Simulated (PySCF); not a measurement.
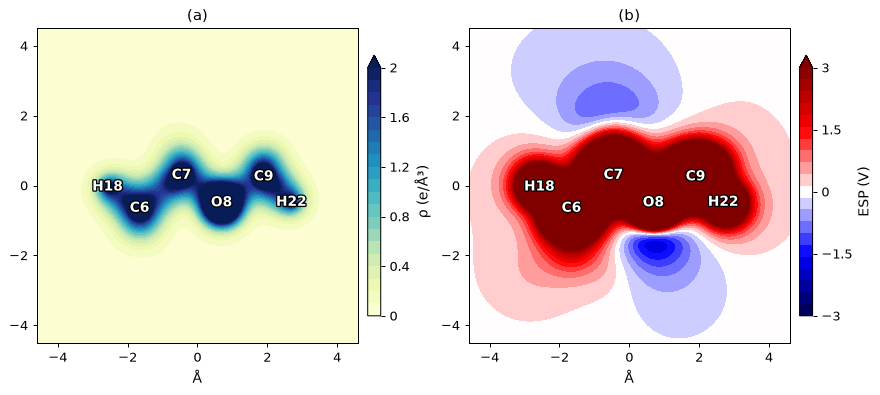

C₅H₁₃NO₃Si. (a) total electron density; (b) molecular electrostatic potential on the plane of atoms O8, C9 and H22.

Geometry: GFN2-xTB.

Theory: PySCF 2.14.0, PBE0/pcSseg-1, SCF density, gas phase, non-relativistic.

| atom | x (Å) | y (Å) | z (Å) |
| --- | --- | --- | --- |
| C | 2.9915 | 0.8517 | -0.8310 |
| N | 2.0861 | -0.2573 | -0.6420 |
| Si | 1.0968 | -0.3651 | 0.7545 |
| O | 0.4005 | -1.8320 | 0.7183 |
| C | -0.9867 | -2.0000 | 0.8007 |
| C | -1.7115 | -0.8009 | 1.3994 |
| C | -1.3869 | 0.4638 | 0.6057 |
| O | -1.7561 | 0.2349 | -0.7189 |
| C | -1.5194 | 1.3298 | -1.5777 |
| O | -0.0458 | 0.8093 | 0.7314 |
| H | 2.4927 | 1.7609 | -0.5052 |
| H | 3.2542 | 0.9465 | -1.8860 |
| H | 3.9130 | 0.7423 | -0.2494 |
| H | 2.4878 | -1.1249 | -0.9652 |
| H | 1.7422 | -0.1769 | 2.0546 |
| H | -1.3737 | -2.1783 | -0.2083 |
| H | -1.1674 | -2.8899 | 1.4153 |
| H | -1.3842 | -0.6428 | 2.4271 |
| H | -2.7853 | -0.9787 | 1.3736 |
| H | -1.9532 | 1.3283 | 1.0073 |
| H | -2.0767 | 2.2124 | -1.2420 |
| H | -1.8684 | 1.0231 | -2.5611 |
| H | -0.4543 | 1.5706 | -1.6179 |

### Describe what can be read from this map.

The section cuts through C, O and H sites. C–O (1.39 Å): the density is about 2.2 e/Å³ at the midpoint, with its minimum of 1.9 e/Å³ about 0.5 Å from C. C–C (1.53 Å): ρ at the midpoint is about 1.7 e/Å³. C–H (1.09 Å): the density is about 2 e/Å³ at the midpoint. Outside the dense part of the molecule the potential is most negative (−1.8 V) near O8.
